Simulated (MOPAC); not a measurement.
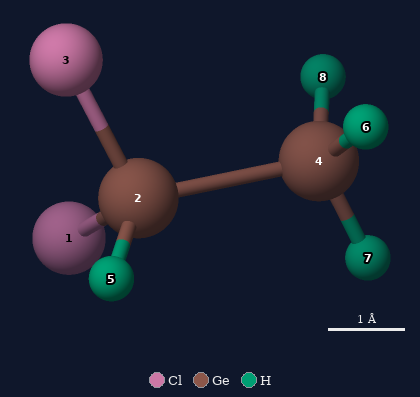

*The structure (ball-and-stick view, seen at a tilt; atoms are numbered from 1 in the order of the input). Sticks mark near contacts.*

**Ge$_{2}$H$_{4}$Cl$_{2}$: frequency calculation (part 1 of 2)**

System: Ge$_{2}$H$_{4}$Cl$_{2}$, SMILES [Cl][GeH]([Cl])[GeH3].
Method: PM6-D3, closed shell, dispersion D3 (MOPAC 23.2.5).

The geometry was optimised with PM6-D3.

Log:
```
MOPAC v23.2.5
PM6-D3 CALCULATION RESULTS

 *  PM6-D3     - CORRECT DISPERSION USING D3 METHOD
 *  FORCE      - FORCE CALCULATION SPECIFIED
 *  THREADS=1  - MULTI-THREADING NOT USED
 *  AUX        - OUTPUT AUXILIARY INFORMATION
 *  THERMO     - THERMODYNAMIC QUANTITIES TO BE CALCULATED
PM6-D3 THERMO(298,398,100) FORCE AUX(PRECISION=9) THREADS=1

 [Cl][GeH]([Cl])[GeH3]
   ATOM   CHEMICAL          X               Y               Z
  NUMBER   SYMBOL      (ANGSTROMS)     (ANGSTROMS)     (ANGSTROMS)

     1      Cl          1.19024000  *  -2.30584000  *  -0.78563800  *
     2      Ge          1.05678800  *  -0.42011800  *   0.25311800  *
     3      Cl          0.97255000  *  -0.90543700  *   2.35314900  *
     4      Ge         -1.08143600  *   0.65159900  *  -0.37340000  *
     5       H          2.33791800  *   0.32113600  *   0.01124800  *
     6       H         -1.20268800  *   1.94507700  *   0.43012400  *
     7       H         -1.04202100  *   0.91668600  *  -1.87726600  *
     8       H         -2.20124500  *  -0.32697400  *  -0.01521600  *

          CARTESIAN COORDINATES

    NO.       ATOM           X           Y           Z

     1        Cl          1.1902     -2.3058     -0.7856
     2        Ge          1.0568     -0.4201      0.2531
     3        Cl          0.9725     -0.9054      2.3531
     4        Ge         -1.0814      0.6516     -0.3734
     5         H          2.3379      0.3211      0.0112
     6         H         -1.2027      1.9451      0.4301
     7         H         -1.0420      0.9167     -1.8773
     8         H         -2.2012     -0.3270     -0.0152

           Empirical Formula: H4 Cl2 Ge2  =     8 atoms

      MOLECULAR POINT GROUP   :   Cs

      RHF CALCULATION, NO. OF DOUBLY OCCUPIED LEVELS = 13

          HEAT OF FORMATION =     -44.901157 KCALS/MOLE

          CARTESIAN COORDINATE DERIVATIVES

   NUMBER  ATOM         X            Y            Z

     1      Cl      0.000834     0.000520    -0.002218
     2      Ge      0.000720    -0.000202     0.000635
     3      Cl     -0.001078     0.000242    -0.001551
     4      Ge     -0.000494    -0.000050    -0.001312
     5       H     -0.000034    -0.000372     0.002848
     6       H      0.000145    -0.001181    -0.001138
     7       H      0.000884    -0.000809    -0.000463
     8       H     -0.000978     0.001850     0.003199

 DIPOLE           X         Y         Z       TOTAL
 POINT-CHG.     2.354    -3.120    -0.076     3.909
 HYBRID        -0.440     0.583    -0.028     0.731
 SUM            1.914    -2.537    -0.104     3.179

          GRADIENT NORM =   0.00630

          MOLECULAR WEIGHT =  220.12

          ROTATIONAL CONSTANTS IN CM(-1)

          A =    0.06701893   B =    0.03524674   C =    0.02578849

           PRINCIPAL MOMENTS OF INERTIA IN UNITS OF 10**(-40)*GRAM-CM**2

          A =      417.6843   B =      794.1942   C =     1085.4744

          ORIENTATION OF MOLECULE IN FORCE CALCULATION

    NO.       ATOM         X         Y         Z

     1         Cl      -2.1726    0.0207    0.7273
     2         Ge      -0.0156    0.0207    0.7273
     3         Cl       0.5766    2.0948    0.7273
     4         Ge       0.7519   -0.9967   -1.3914
     5          H       0.4367   -0.5788    2.0255
     6          H       2.2771   -0.9164   -1.4165
     7          H       0.2570   -2.4417   -1.4158
     8          H       0.1382   -0.1844   -2.5330

    FIRST DERIVATIVES WILL BE USED IN THE CALCULATION OF SECOND DERIVATIVES

          ESTIMATED TIME TO COMPLETE CALCULATION =        0.38 SECONDS

    FOR POINT-GROUP Cs   THERE ARE   2 UNIQUE SYMMETRY FUNCTIONS.

 STEP:   1 TIME =     0.00 SECS, INTEGRAL =      0.00 TIME LEFT: 172799.99
 STEP:   2 TIME =     0.01 SECS, INTEGRAL =      0.01 TIME LEFT: 172799.98
 STEP:   3 TIME =     0.00 SECS, INTEGRAL =      0.02 TIME LEFT: 172799.98
 STEP:   4 TIME =     0.00 SECS, INTEGRAL =      0.02 TIME LEFT: 172799.97
 STEP:   5 TIME =     0.00 SECS, INTEGRAL =      0.02 TIME LEFT: 172799.97
 STEP:   6 TIME =     0.00 SECS, INTEGRAL =      0.03 TIME LEFT: 172799.96
 STEP:   7                       INTEGRAL =      0.03 TIME LEFT: 172799.96
 STEP:   8                       INTEGRAL =      0.03 TIME LEFT: 172799.96
 STEP:   9                       INTEGRAL =      0.03 TIME LEFT: 172799.96
 STEP:  10 TIME =     0.00 SECS, INTEGRAL =      0.03 TIME LEFT: 172799.96
 STEP:  11 TIME =     0.00 SECS, INTEGRAL =      0.04 TIME LEFT: 172799.96
 STEP:  12 TIME =     0.01 SECS, INTEGRAL =      0.04 TIME LEFT: 172799.95
 STEP:  13 TIME =     0.00 SECS, INTEGRAL =      0.05 TIME LEFT: 172799.95
 STEP:  14 TIME =     0.00 SECS, INTEGRAL =      0.05 TIME LEFT: 172799.94
 STEP:  15 TIME =     0.00 SECS, INTEGRAL =      0.05 TIME LEFT: 172799.94
 STEP:  16 TIME =     0.00 SECS, INTEGRAL =      0.06 TIME LEFT: 172799.93
 STEP:  17 TIME =     0.00 SECS, INTEGRAL =      0.06 TIME LEFT: 172799.93
 STEP:  18 TIME =     0.00 SECS, INTEGRAL =      0.07 TIME LEFT: 172799.93
 STEP:  19                       INTEGRAL =      0.07 TIME LEFT: 172799.93
 STEP:  20                       INTEGRAL =      0.07 TIME LEFT: 172799.93
 STEP:  21                       INTEGRAL =      0.07 TIME LEFT: 172799.93
 STEP:  22 TIME =     0.00 SECS, INTEGRAL =      0.07 TIME LEFT: 172799.92
 STEP:  23 TIME =     0.00 SECS, INTEGRAL =      0.07 TIME LEFT: 172799.92
 STEP:  24 TIME =     0.00 SECS, INTEGRAL =      0.08 TIME LEFT: 172799.91

(To convert to Hartree/Bohr^2, multiply by (10^(-21) x N x a0^2)/(4.184 x 627.51) =  0.0642)

           FORCE MATRIX IN MILLIDYNES/ANGSTROM

                 Cl  1      Ge  2      Cl  3      Ge  4       H  5       H  6
 ------------------------------------------------------------------------------
    Cl    1   2.264574
    Ge    2   1.791127   5.347405
    Cl    3   0.199848   1.791053   2.264574
    Ge    4   0.177466   1.316472   0.177731   6.523891
     H    5   0.248805   2.926294   0.249244   0.108863   3.197040
     H    6   0.038435   0.156041   0.010586   2.733262   0.015846   3.082193
     H    7   0.010568   0.156086   0.038357   2.733561   0.015646   0.226517
     H    8   0.010045   0.171746   0.010024   2.710483   0.036464   0.229125

                  H  7       H  8
 ------------------------------
     H    7   3.082193
     H    8   0.228836   3.065551

          HEAT OF FORMATION =     -44.901157 KCALS/MOLE

          ZERO POINT ENERGY      21.524 KCAL/MOL

         NOTE: SYSTEM IS NOT A GROUND STATE, THEREFORE ZERO POINT
         ENERGY IS NOT MEANINGFULL. ZERO POINT ENERGY PRINTED
         DOES NOT INCLUDE THE  1 IMAGINARY FREQUENCIES

           NORMAL COORDINATE ANALYSIS (Total motion = 1 Angstrom)

   Root No.       1         2         3         4         5         6         7         8

                 1 A"      2 A"      1 A'      2 A'      3 A'      3 A"      4 A'      5 A'

                 -16.0      89.8     107.6     127.2     278.2     375.1     375.4     468.6

           1   -0.0019   -0.0545    0.0036   -0.0630   -0.0654    0.1459    0.1659    0.0057
           2    0.0076    0.0554    0.1145   -0.1431   -0.0039   -0.0009   -0.0011   -0.0003
           3   -0.0064    0.1161    0.1122    0.0694   -0.0022   -0.0071   -0.0057    0.0030
           4   -0.0019   -0.0625   -0.0004   -0.0647   -0.0397   -0.0885   -0.0624   -0.0051
           5   -0.0014   -0.0472    0.0005    0.0858    0.0526   -0.0667    0.0827    0.0067
           6    0.0000    0.0000   -0.0740   -0.0749    0.1735    0.0000    0.0168   -0.0064
           7    0.0068    0.0383   -0.1111    0.1549    0.0217    0.0392   -0.0445   -0.0013
           8   -0.0039   -0.0676    0.0280    0.0212    0.0618    0.1406   -0.1598   -0.0056
           9    0.0064   -0.1161    0.1123    0.0694   -0.0022    0.0071   -0.0057    0.0030
          10   -0.0004    0.0665    0.0495    0.0184    0.0612   -0.0064    0.0001    0.0065
          11   -0.0003    0.0502   -0.0656   -0.0244   -0.0812   -0.0048   -0.0002   -0.0087
          12    0.0000   -0.0000   -0.0336    0.0071   -0.1703    0.0000   -0.0095    0.0060
          13   -0.0081   -0.0387    0.0504   -0.0316   -0.0582    0.1969    0.1262   -0.0453
          14   -0.0061   -0.0292   -0.0669    0.0419    0.0771    0.1485   -0.1673    0.0600
          15    0.0000    0.0000   -0.1169   -0.0970    0.1736   -0.0000   -0.1524    0.0359
          16   -0.0175    0.0647    0.0505    0.0207    0.0440   -0.0053    0.0024   -0.0064
          17    0.2894    0.1392   -0.0670   -0.0267   -0.0306    0.0874   -0.0166    0.0350
          18   -0.1418    0.1110    0.0343    0.0981   -0.1079    0.1109    0.0670   -0.2399
          19    0.2734    0.1516    0.0506    0.0200    0.0173    0.0826    0.0153   -0.0319
          20   -0.0963    0.0240   -0.0670   -0.0272   -0.0507   -0.0291   -0.0069    0.0158
          21    0.1418   -0.1110    0.0343    0.0981   -0.1079   -0.1109    0.0670   -0.2399
          22   -0.2564    0.1049    0.0973    0.0898   -0.0159    0.0477    0.0697   -0.1789
          23   -0.1934    0.0792   -0.1290   -0.1190    0.0211    0.0360   -0.0924    0.2371
          24    0.0000   -0.0000   -0.1025   -0.0966   -0.0370   -0.0000   -0.1053    0.2617

   Root No.       9        10        11        12        13        14        15        16

                 4 A"      6 A'      5 A"      7 A'      8 A'      6 A"      9 A'      7 A"

                 471.2     603.6     635.1     729.4     803.5     807.8    2249.3    2255.2

           1    0.0044    0.0154   -0.0203   -0.0002    0.0005   -0.0006   -0.0001   -0.0001
           2    0.0009   -0.0004    0.0050   -0.0000    0.0001    0.0001    0.0000    0.0000
           3    0.0023    0.0057   -0.0075   -0.0009   -0.0000    0.0000    0.0000    0.0000
           4   -0.0090    0.0010   -0.0007    0.0004    0.0004   -0.0004   -0.0001   -0.0001
           5   -0.0068   -0.0013   -0.0005   -0.0006   -0.0005   -0.0003    0.0001   -0.0001
           6    0.0000   -0.0065    0.0000   -0.0023    0.0005    0.0000   -0.0002    0.0000
           7    0.0020   -0.0038   -0.0007    0.0001   -0.0002   -0.0001   -0.0000   -0.0000
           8    0.0040   -0.0149   -0.0209    0.0001   -0.0004   -0.0006    0.0001   -0.0001
           9   -0.0023    0.0057    0.0075   -0.0009   -0.0000   -0.0000    0.0000   -0.0000
          10    0.0112   -0.0016    0.0022    0.0028    0.0038   -0.0059   -0.0046   -0.0081
          11    0.0084    0.0021    0.0016   -0.0037   -0.0051   -0.0045    0.0061   -0.0061
          12   -0.0000   -0.0070    0.0000   -0.0064    0.0037   -0.0000   -0.0047   -0.0000
          13   -0.0250   -0.3639    0.6818    0.0468   -0.0096    0.0093    0.0028    0.0002
          14   -0.0189    0.4823    0.5144   -0.0620    0.0128    0.0070   -0.0037    0.0001
          15    0.0000    0.3536   -0.0000   -0.0420    0.0095   -0.0000    0.0050   -0.0000
          16    0.0065   -0.0008    0.0011   -0.0107   -0.0288    0.0039    0.2371    0.4790
          17   -0.2404    0.0092   -0.0269    0.1397    0.3781    0.1246    0.0328    0.0088
          18   -0.2958    0.1175   -0.0212    0.2611   -0.0873   -0.2405   -0.0168   -0.0047
          19   -0.2294   -0.0086   -0.0256   -0.1314   -0.3557    0.1209   -0.0966    0.1400
          20    0.0723    0.0033    0.0084    0.0487    0.1316   -0.0305   -0.2189    0.4582
          21    0.2958    0.1175    0.0212    0.2611   -0.0873    0.2405   -0.0168    0.0047
          22   -0.1365    0.0085   -0.0235   -0.1352    0.0802    0.3493    0.1998   -0.0248
          23   -0.1029   -0.0112   -0.0177    0.1792   -0.1064    0.2635   -0.2648   -0.0187
          24    0.0000   -0.0098    0.0000    0.2093   -0.1409   -0.0000    0.3793    0.0000

   Root No.      17        18

                10 A'     11 A'

                2327.5    2351.4

           1   -0.0007   -0.0001
           2    0.0001    0.0000
           3   -0.0004   -0.0000
           4   -0.0029   -0.0005
           5    0.0038    0.0006
           6   -0.0085   -0.0007
           7    0.0001   -0.0000
           8    0.0007    0.0001
           9   -0.0004   -0.0000
          10    0.0003   -0.0010
          11   -0.0004    0.0013
          12   -0.0008    0.0025
          13    0.2313    0.0274
          14   -0.3066   -0.0363
          15    0.6501    0.0802
          16   -0.0820    0.3054
          17   -0.0070    0.0201
          18   -0.0038    0.0033
          19    0.0293   -0.1032
          20    0.0769   -0.2881
          21   -0.0038    0.0033
          22    0.0306   -0.1207
          23   -0.0406    0.1600
          24    0.0451   -0.2116

           MASS-WEIGHTED COORDINATE ANALYSIS (NORMAL COORDINATES)

   Root No.       1         2         3         4         5         6         7         8

                 1 A"      2 A"      1 A'      2 A'      3 A'      3 A"      4 A'      5 A'

                 -16.0      89.8     107.6     127.2     278.2     375.1     375.4     468.6

           1   -0.0200   -0.2084    0.0127   -0.2016   -0.1626    0.5479    0.5839    0.0616
           2    0.0802    0.2118    0.4027   -0.4583   -0.0096   -0.0036   -0.0038   -0.0029
           3   -0.0676    0.4440    0.3947    0.2221   -0.0054   -0.0266   -0.0202    0.0322
           4   -0.0284   -0.3420   -0.0021   -0.2966   -0.1413   -0.4753   -0.3142   -0.0778
           5   -0.0215   -0.2580    0.0028    0.3931    0.1873   -0.3586    0.4165    0.1032
           6    0.0000    0.0000   -0.3721   -0.3431    0.6175    0.0000    0.0848   -0.0984
           7    0.0716    0.1464   -0.3907    0.4961    0.0539    0.1470   -0.1567   -0.0142
           8   -0.0412   -0.2586    0.0984    0.0680    0.1537    0.5278   -0.5625   -0.0600
           9    0.0676   -0.4440    0.3947    0.2221   -0.0054    0.0266   -0.0202    0.0322
          10   -0.0058    0.3639    0.2489    0.0845    0.2179   -0.0343    0.0007    0.1008
          11   -0.0044    0.2745   -0.3299   -0.1120   -0.2888   -0.0259   -0.0009   -0.1336
          12    0.0000   -0.0000   -0.1690    0.0324   -0.6060    0.0000   -0.0479    0.0924
          13   -0.0144   -0.0250    0.0299   -0.0171   -0.0244    0.1247    0.0749   -0.0822
          14   -0.0109   -0.0188   -0.0396    0.0226    0.0323    0.0940   -0.0993    0.1089
          15    0.0000    0.0000   -0.0693   -0.0523    0.0728   -0.0000   -0.0904    0.0651
          16   -0.0310    0.0417    0.0300    0.0112    0.0185   -0.0034    0.0014   -0.0117
          17    0.5121    0.0897   -0.0397   -0.0144   -0.0128    0.0554   -0.0099    0.0636
          18   -0.2509    0.0716    0.0203    0.0530   -0.0452    0.0702    0.0397   -0.4356
          19    0.4839    0.0977    0.0300    0.0108    0.0073    0.0523    0.0091   -0.0580
          20   -0.1705    0.0155   -0.0397   -0.0147   -0.0213   -0.0184   -0.0041    0.0287
          21    0.2509   -0.0716    0.0203    0.0530   -0.0452   -0.0702    0.0397   -0.4356
          22   -0.4538    0.0676    0.0577    0.0485   -0.0067    0.0302    0.0414   -0.3248
          23   -0.3424    0.0510   -0.0765   -0.0642    0.0088    0.0228   -0.0548    0.4306
          24    0.0000   -0.0000   -0.0608   -0.0522   -0.0155   -0.0000   -0.0625    0.4752

   Root No.       9        10        11        12        13        14        15        16

                 4 A"      6 A'      5 A"      7 A'      8 A'      6 A"      9 A'      7 A"

                 471.2     603.6     635.1     729.4     803.5     807.8    2249.3    2255.2
```
